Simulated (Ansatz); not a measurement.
# ZrB2 (P6/mmm): Drude plasma energy along x against volume

The cell of ZrB2 (P6/mmm) is scaled evenly and the response computed anew at each volume, on one mesh. The atoms keep their fractional positions. x, y and z are the Cartesian axes of the input cell.

Symmetry: P6/mmm, No. 191, hexagonal system. The conventional cell has a = 3.170 Å, b = 3.170 Å, c = 3.533 Å, α = 90.00°, β = 90.00°, γ = 120.00°. Zr on site a has 12 B at 2.54 Å as nearest neighbours. B on site d has 3 B at 1.83 Å as nearest neighbours.

Method: Ansatz 0.2.0, PBE, independent particles, k-mesh 15×15×11 with interpolation inside its cells, Gaussian parameter 0.1 eV.

Launch of the response step: `ansatz run input.yaml --threads 4 --pin off --max-ram 8192MiB --backend cpu --events-out ev --progress --plain --runs-dir out`. The series took 16.1 min in all, on 4 threads of Intel(R) Xeon(R) Processor @ 2.50GHz (Skylake/Cascade Lake), on a shared host.

| V/V₀ | V (Å³, primitive cell) | Drude plasma energy along x (eV) |
| --- | --- | --- |
| 0.94 | 28.90 | ? |
| 0.96 | 29.52 | 4.585 |
| 0.98 | 30.13 | 4.519 |
| 1.00 | 30.75 | 4.454 |
| 1.02 | 31.36 | 4.392 |
| 1.04 | 31.98 | 4.331 |
| 1.06 | 32.59 | 4.271 |

For small changes the quantity should be close to linear in ln V.

Working, on the rows shown:

| x = ln(V/V₀) | y = Drude plasma energy along x |
| --- | --- |
| -0.040822 | 4.585 |
| -0.0202027 | 4.519 |
| 0 | 4.454 |
| 0.0198026 | 4.392 |
| 0.0392207 | 4.331 |
| 0.0582689 | 4.271 |

Means: x̄ = 0.0093779, ȳ = 4.4253. Σ(x − x̄)(y − ȳ) = -0.02176, Σ(x − x̄)² = 0.006873. Slope = -0.02176 / 0.006873 = -3.167; intercept = ȳ − slope · x̄ = 4.455. The line misses the rows shown by at most 0.001 eV.

What does the fit predict for the withheld row, and how well does it do?

At x = -0.061875 the line gives y = 4.651 eV. The run gave 4.653 eV, so the extrapolation is off by 0.002 eV, 0.5 % of the range in the table.

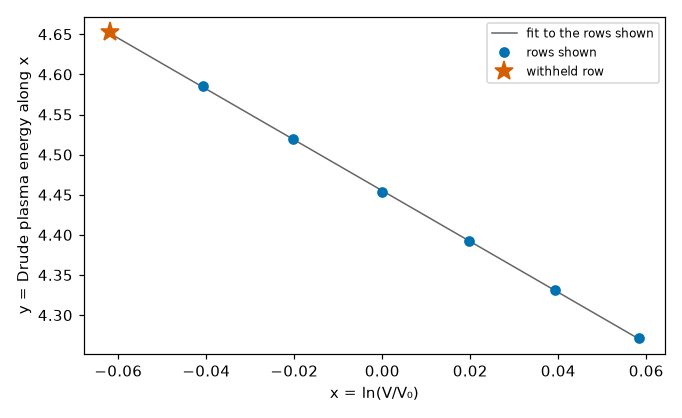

Between the rows on either side of x = 0 the slope is (4.392 − 4.519) / (0.019803 − (-0.020203)) = -3.175. So d ln ωp/d ln V = -0.71; free electrons would give −0.50. The values come from a sum over the points of one k-mesh and carry its error, which is largest for Fermi-surface quantities. Spin-orbit coupling is left out.
